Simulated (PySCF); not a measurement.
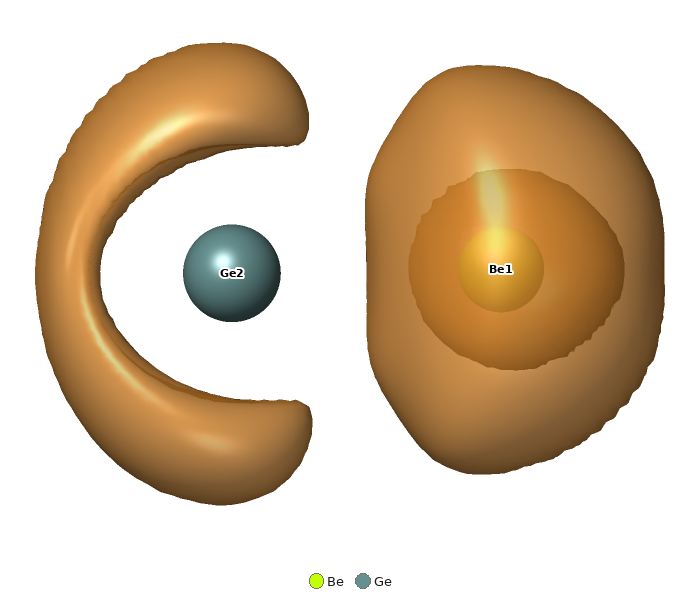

Figure 1: BeGe (charge +1, doublet). Isosurface of the electron localisation function at 0.8 (orange), seen from one side. Only the valence region is drawn (cores and ρ < 0.01 e/Å³ removed).

The calculation used PBE0/pcseg-1, non-relativistic, at a bond length of 2.370 Å in PySCF.

> Identify the bonds, lone pairs and shells in this picture.

The ELF exceeds this value in one region wrapped around Be (its valence shell) and one region wrapped around Ge (its valence shell). Along the contacts the grid gives the following. Be–Ge (2.37 Å): the ELF peaks at about 0.90 between the atoms, as expected for a shared electron pair.
